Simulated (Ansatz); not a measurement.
# CH7AlSi (SMILES [CH3][AlH][SiH3]) at B3LYP/cc-pVDZ

What is the electronic atomisation energy of CH7AlSi at B3LYP/cc-pVDZ? 

The calculation is run with Ansatz 0.2.0.

68 further runs of the same task are left out: 68 set aside as unsound or not needed.

### 1 The molecule

The species is CH7AlSi (10 atoms), meant as a singlet with charge 0. As SMILES, `[CH3][AlH][SiH3]`. The shape is that of a PBE0-D4/def2-TZVP optimisation.

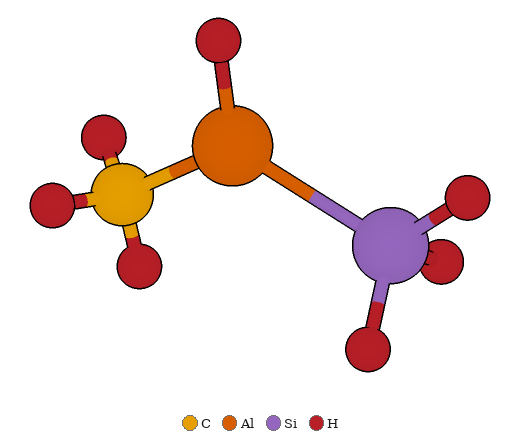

Viewed from a chosen angle; carbon amber, aluminium orange, silicon purple, hydrogen red.

### 2 The energy at B3LYP/cc-pVDZ

Contents of job.yaml:

```yaml
crystal:
  periodic: [false, false, false]
  atoms:
    - {symbol: C, position_ang: [-1.428400, 0.967200, -0.792400]}
    - {symbol: Al, position_ang: [0.409100, 0.309500, -0.720900]}
    - {symbol: Si, position_ang: [1.161700, -1.107300, 1.145400]}
    - {symbol: H, position_ang: [-1.909200, 0.659300, -1.727500]}
    - {symbol: H, position_ang: [-2.050600, 0.624100, 0.036600]}
    - {symbol: H, position_ang: [-1.438000, 2.063000, -0.790400]}
    - {symbol: H, position_ang: [1.416900, 0.709200, -1.887700]}
    - {symbol: H, position_ang: [0.334900, -2.347600, 1.241000]}
    - {symbol: H, position_ang: [1.000200, -0.395000, 2.448500]}
    - {symbol: H, position_ang: [2.586600, -1.533600, 1.050400]}
basis:
  gaussian:
    orbitals: cc-pVDZ
accuracy: high
hamiltonian:
  xc: {name: B3LYP}
output:
  orbitals: {seedname: orbitals}
```

Command:

```console
$ ansatz run job.yaml --threads 1 --pin off --max-ram 3480MiB --events-out events.jsonl --progress --plain --runs-dir runs
```

The log of the run:

```text
Warning: RAYON_NUM_THREADS=1 ignored (pool sized by the plan → 1); use --threads N
Functional definition: B3LYP
  name "B3LYP"
  parameter a0 = 0.2
  parameter ax = 0.72
  parameter ac = 0.81
  exchange = (1 - a0 - ax)*slater_x + ax*b88_x + a0*exact_x
  correlation = (1 - ac)*vwn_rpa_c + ac*lyp_c
2025 factors; integrals over basis functions are off by at most 3.9e-9 eV
mean field evaluation 1: about -15620.2305 eV, gradient 4.9e1 eV
mean field evaluation 2: about -15615.9660 eV, gradient 5.9e1 eV
mean field evaluation 4: about -15626.3389 eV, gradient 1.4e0 eV
mean field evaluation 8: about -15626.4418 eV, gradient 2.9e-2 eV
mean field evaluation 16: about -15626.4418 eV, gradient 1.0e-6 eV
mean field -15626.44184427 eV, -574.2611457944 hartree, gradient 7.0e-8 eV, S^2 0.000000; 0 other end points of the search recorded, 0 dependent functions left out
reference -15626.44189142 eV, -574.2611475270 hartree; 20, 20 occupied and 65, 65 virtual orbitals, 2025 factors
Total energy: -15626.44189142 eV, -574.2611475270 hartree
```

It took 8.1 s on 1 thread of Arm Neoverse V1, shared host; peak memory 0.29 GiB.

### 3 The Al atom, same level

Contents of molecule.yaml:

```yaml
crystal:
  periodic: [false, false, false]
  atoms:
    - symbol: Al
      position_ang: [0.000000, 0.000000, 0.000000]
basis:
  gaussian: {orbitals: cc-pVDZ}
magnetization: {spin_polarized: true, initial_magnetization: 1}
hamiltonian: {xc: {name: B3LYP}}
accuracy: high
```

Run the same way, it converges to -242.38286 Eh (log not shown).

### 4 The C atom

Contents of run.yaml:

```yaml
crystal:
  periodic: [false, false, false]
  atoms:
    - symbol: C
      position_ang: [0.000000, 0.000000, 0.000000]
basis:
  gaussian: {orbitals: cc-pVDZ}
hamiltonian: {xc: {name: B3LYP}}
accuracy: high
magnetization: {spin_polarized: true, initial_magnetization: 2}
```

Run the same way, it converges to -37.85197 Eh (log not shown).

### 5 The H atom at the same level

Contents of input.yaml:

```yaml
crystal:
  periodic: [false, false, false]
  atoms:
    - {symbol: H, position_ang: [0.000000, 0.000000, 0.000000]}
basis:
  gaussian:
    orbitals: cc-pVDZ
magnetization:
  spin_polarized: true
  initial_magnetization: 1
hamiltonian:
  xc: {name: B3LYP}
accuracy: high
```

Run the same way, it converges to -0.50126 Eh (log not shown).

### 6 The Si atom

Contents of job.yaml:

```yaml
crystal:
  periodic: [false, false, false]
  atoms:
    - {symbol: Si, position_ang: [0.000000, 0.000000, 0.000000]}
basis:
  gaussian: {orbitals: cc-pVDZ}
accuracy: high
magnetization: {spin_polarized: true, initial_magnetization: 2}
hamiltonian: {xc: {name: B3LYP}}
```

Run the same way, it converges to -289.38865 Eh (log not shown).

### 7 Summary of results

At B3LYP/cc-pVDZ:

| quantity | value |
| --- | --- |
| molecule: total energy | -574.26115 Eh |
| molecule: HOMO energy | -7.08 eV |
| molecule: LUMO energy | -1.86 eV |
| molecule: HOMO–LUMO gap | 5.23 eV |
| Al atom: total energy | -242.38286 Eh |
| Al atom: ⟨S²⟩ | 0.754 |
| C atom: total energy | -37.85197 Eh |
| C atom: ⟨S²⟩ | 2.002 |
| H atom: total energy | -0.50126 Eh |
| H atom: ⟨S²⟩ | 0.750 |
| Si atom: total energy | -289.38865 Eh |
| Si atom: ⟨S²⟩ | 2.003 |
| electronic atomisation energy | 30.718 eV |

In words: Taking the molecule apart into free atoms costs 30.72 eV (2964 kJ/mol), before zero-point energy and without spin-orbit coupling.
